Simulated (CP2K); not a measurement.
# CH9AlSi2 (SMILES C[SiH2][AlH][SiH3]): GFN1-xTB

Aim: the energy change on altering one bond length of CH9AlSi2 at GFN1-xTB, from 2 runs. 

Program for the calculation: CP2K 2026.2.

1 further run of the same task is left out (set aside as unsound or not needed).

## 1. The molecule

CH9AlSi2: 13 atoms, total charge 0, spin state singlet. As SMILES, `C[SiH2][AlH][SiH3]`. Geometry: a rough force-field guess. This is one conformer, not always the lowest.

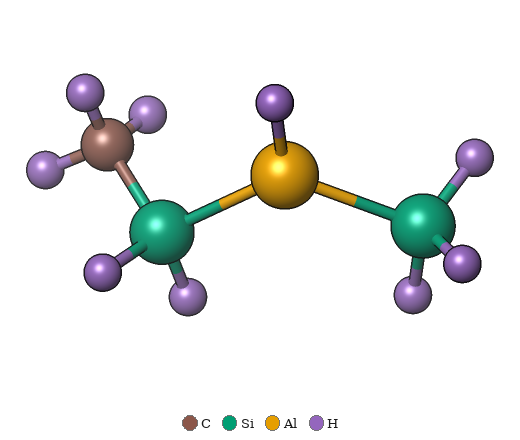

Viewed from a chosen angle; carbon brown, silicon teal, aluminium amber, hydrogen purple.

## 2. Energy and forces at GFN1-xTB

File molecule.inp:

```
&GLOBAL
  PROJECT molecule
  RUN_TYPE ENERGY_FORCE
  PRINT_LEVEL MEDIUM
&END GLOBAL

&FORCE_EVAL
  METHOD QUICKSTEP
  &DFT
    &QS
      METHOD XTB
      EPS_DEFAULT 1.0E-10
      &XTB
        GFN_TYPE 1
        CHECK_ATOMIC_CHARGES F
      &END XTB
    &END QS
    &POISSON
      PERIODIC NONE
      POISSON_SOLVER ANALYTIC
    &END POISSON
    &SCF
      SCF_GUESS ATOMIC
      EPS_SCF 1.0E-07
      MAX_SCF 50
      &OT
        MINIMIZER DIIS
        PRECONDITIONER FULL_SINGLE_INVERSE
      &END OT
      &OUTER_SCF
        EPS_SCF 1.0E-07
        MAX_SCF 10
      &END OUTER_SCF
    &END SCF
    &PRINT
      &MOMENTS
        PERIODIC F
        REFERENCE COM
        MAX_MOMENT 1
      &END MOMENTS
      &MO_CUBES
        NLUMO 1
        NHOMO -1
        WRITE_CUBE F
      &END MO_CUBES
      &HIRSHFELD OFF
      &END HIRSHFELD
    &END PRINT
  &END DFT
  &SUBSYS
    &CELL
      ABC 12.4 14.1 11.5
      PERIODIC NONE
    &END CELL
    &COORD
      SCALED T
      C    0.38871774   0.66811702   0.44319565
      Si   0.43950806   0.58826596   0.55390000
      Al   0.57017742   0.49157092   0.46709130
      Si   0.55545968   0.32620922   0.46554348
      H    0.45108065   0.71582624   0.40633478
      H    0.32210484   0.71803901   0.48212609
      H    0.35088710   0.62999645   0.37034348
      H    0.35540323   0.52975532   0.59857826
      H    0.48804839   0.64451418   0.65332609
      H    0.67789516   0.53815248   0.41356957
      H    0.54678226   0.29186170   0.34667391
      H    0.44848387   0.30206028   0.52441304
      H    0.63514516   0.28196099   0.52709130
    &END COORD
  &END SUBSYS
  &PRINT
    &FORCES ON
    &END FORCES
  &END PRINT
&END FORCE_EVAL
```

On the command line:

```console
$ OMP_NUM_THREADS=1 cp2k.psmp molecule.inp > molecule.out
```

The program printed:

```text
CP2K| version string:                                       CP2K version 2026.2
[...]
 GLOBAL| Method name                                                        CP2K
[...]
 GLOBAL| Run type                                                   ENERGY_FORCE
[...]
                             - Atoms:                                         13
[...]
                             - Spherical basis functions:                     49
[...]
 Number of electrons:                                                         24
[...]
     1 OT DIIS     0.80E-01    0.0     0.02580877       -11.8721043680 -1.19E+01
[...]
    13 OT DIIS     0.80E-01    0.0     0.00000006       -11.8917788498 -1.76E-12
  *** SCF run converged in    13 steps ***
[...]
 TB_DIPOLE| Moment [Debye]         -1.06996657       0.78298809      -0.24056554
 TB_DIPOLE| Derivative [a.u.]       0.00000000       0.00000000       0.00000000
[...]
 ENERGY| Total FORCE_EVAL ( QS ) energy [hartree]            -11.891778849763265
 FORCES| Atomic forces [hartree/bohr]
 FORCES|   Atom     x               y               z               |f|
 FORCES|      1 -3.78519594E-02  4.73557286E-02 -5.93994460E-03   6.09148488E-02
 FORCES|      2  3.82368073E-02 -6.63261088E-03  2.42661563E-02   4.57699826E-02
 FORCES|      3  1.09302069E-02  2.86693592E-03 -1.18244390E-03   1.13616424E-02
 FORCES|      4 -3.56380908E-02  2.72615259E-02 -1.46207727E-02   4.71914325E-02
 FORCES|      5 -6.70905996E-03 -3.06194016E-03  4.81074572E-04   7.39042596E-03
 FORCES|      6  2.14977966E-02 -1.69418401E-02 -1.80829030E-02   3.28050696E-02
 FORCES|      7 -2.91462787E-04  4.42646094E-03 -5.97077317E-04   4.47604830E-03
 FORCES|      8 -1.64831561E-02 -2.95967901E-03  1.12202860E-02   2.01580989E-02
 FORCES|      9 -1.32217657E-02 -3.04602271E-03 -4.23709369E-03   1.42142993E-02
 FORCES|     10  2.08201848E-03  1.68527734E-03 -1.99025112E-03   3.33707360E-03
 FORCES|     11 -8.83500600E-04 -1.43559569E-02 -1.29664608E-03   1.44414460E-02
 FORCES|     12  1.18846407E-02 -5.47688732E-03 -6.76819312E-03   1.47325971E-02
 FORCES|     13  2.64475252E-02 -3.11209916E-02  1.87478088E-02   4.49384918E-02
[...]
```

It took 0.49 s on 1 thread of Arm Neoverse V1, shared host.

## 3. The distorted shape

File job.inp:

```
&FORCE_EVAL
  METHOD QUICKSTEP
  &DFT
    &QS
      METHOD XTB
      EPS_DEFAULT 1.0E-10
      &XTB
        GFN_TYPE 1
        CHECK_ATOMIC_CHARGES F
      &END
    &END
    &POISSON
      PERIODIC NONE
      POISSON_SOLVER ANALYTIC
    &END
    &SCF
      SCF_GUESS ATOMIC
      EPS_SCF 1.0E-07
      MAX_SCF 50
      &OT
        MINIMIZER DIIS
        PRECONDITIONER FULL_SINGLE_INVERSE
      &END
      &OUTER_SCF
        EPS_SCF 1.0E-07
        MAX_SCF 10
      &END
    &END
    &PRINT
      &MOMENTS
        PERIODIC F
        REFERENCE COM
        MAX_MOMENT 1
      &END
      &MO_CUBES
        NLUMO 1
        NHOMO -1
        WRITE_CUBE F
      &END
      &HIRSHFELD OFF
      &END
    &END
  &END
  &SUBSYS
    &CELL
      ABC 12.4 14.4 11.5
      PERIODIC NONE
    &END
    &COORD
      SCALED T
      C    0.38871774   0.65752378   0.44319565
      Si   0.43950806   0.57933628   0.55390000
      Al   0.57017742   0.48465573   0.46709130
      Si   0.55545968   0.32273906   0.46554348
      H    0.47290484   0.72058733   0.39343513
      H    0.32210484   0.70640573   0.48212609
      H    0.35088710   0.62019740   0.37034348
      H    0.35540323   0.52204462   0.59857826
      H    0.48804839   0.63441267   0.65332609
      H    0.67789516   0.53026684   0.41356957
      H    0.54678226   0.28910712   0.34667391
      H    0.44848387   0.29909323   0.52441304
      H    0.63514516   0.27941267   0.52709130
    &END
  &END
  &PRINT
    &FORCES ON
    &END
  &END
&END
&GLOBAL
  PROJECT job
  RUN_TYPE ENERGY_FORCE
  PRINT_LEVEL MEDIUM
&END
```

On the command line:

```console
$ OMP_NUM_THREADS=1 cp2k.psmp -i job.inp -o job.out
```

The program printed:

```text
CP2K| version string:                                       CP2K version 2026.2
[...]
 GLOBAL| Method name                                                        CP2K
[...]
 GLOBAL| Run type                                                   ENERGY_FORCE
[...]
                             - Atoms:                                         13
[...]
                             - Spherical basis functions:                     49
[...]
 Number of electrons:                                                         24
[...]
     1 OT DIIS     0.80E-01    0.0     0.02501890       -11.8284780995 -1.18E+01
[...]
    14 OT DIIS     0.80E-01    0.0     0.00000005       -11.8472450354 -1.63E-12
  *** SCF run converged in    14 steps ***
[...]
 TB_DIPOLE| Moment [Debye]         -1.21491923       0.95423076      -0.26991935
 TB_DIPOLE| Derivative [a.u.]       0.00000000       0.00000000       0.00000000
[...]
 ENERGY| Total FORCE_EVAL ( QS ) energy [hartree]            -11.847245035387994
 FORCES| Atomic forces [hartree/bohr]
 FORCES|   Atom     x               y               z               |f|
 FORCES|      1  3.96364069E-03  8.20399541E-02 -2.68917284E-02   8.64258617E-02
 FORCES|      2  4.11055585E-02 -2.40117160E-03  2.09849839E-02   4.62147391E-02
 FORCES|      3  1.08549536E-02  3.31955179E-03 -1.44735697E-03   1.14430889E-02
 FORCES|      4 -3.55386586E-02  2.73307288E-02 -1.45341182E-02   4.71296677E-02
 FORCES|      5 -5.89597719E-02 -5.02204111E-02  3.04768962E-02   8.32297158E-02
 FORCES|      6  2.54544669E-02 -1.41219816E-02 -2.05509783E-02   3.56328915E-02
 FORCES|      7  3.94032724E-03  8.49326428E-03 -2.72195858E-03   9.75042437E-03
 FORCES|      8 -1.68182714E-02 -2.12497002E-03  1.05609325E-02   1.99725573E-02
 FORCES|      9 -1.33571060E-02 -3.00175284E-03 -4.53462987E-03   1.44217082E-02
 FORCES|     10  1.98001320E-03  1.76336523E-03 -1.98002889E-03   3.30914242E-03
 FORCES|     11 -8.97314965E-04 -1.43658100E-02 -1.25031672E-03   1.44480090E-02
 FORCES|     12  1.19138148E-02 -5.51870787E-03 -6.80891381E-03   1.47904167E-02
 FORCES|     13  2.63583479E-02 -3.11920591E-02  1.86972172E-02   4.49142848E-02
[...]
```

It took 0.49 s on 1 thread of Arm Neoverse V1, shared host.

## 4. Results

At GFN1-xTB:

| quantity | value |
| --- | --- |
| first shape: total energy | -11.89178 Eh |
| first shape: dipole moment (from atomic charges alone) | 1.35 D |
| first shape: HOMO energy | -10.10 eV |
| first shape: dispersion energy | -11.69 kJ/mol |
| first shape: largest force on an atom | 3.132 eV/Å |
| distorted shape: total energy | -11.84725 Eh |
| distorted shape: dipole moment (from atomic charges alone) | 1.57 D |
| distorted shape: HOMO energy | -10.07 eV |
| distorted shape: dispersion energy | -12.43 kJ/mol |
| distorted shape: largest force on an atom | 4.444 eV/Å |
| energy change with the C1–H5 bond stretched from 1.109 to 1.497 Å | 1.212 eV |

What this shows: With the C1–H5 bond stretched from 1.109 to 1.497 Å the energy rises by 1.21 eV (117 kJ/mol). The first shape isn't relaxed at this level, so the change isn't measured from a minimum. The largest force (first shape) is 3.13 eV/Å: the shape isn't a stationary point for this species at this level. The dipole (first shape) comes from point charges on the atoms alone, without atomic dipoles, so it is partial. The dipole (distorted shape) comes from point charges on the atoms alone, without atomic dipoles, so it is partial.
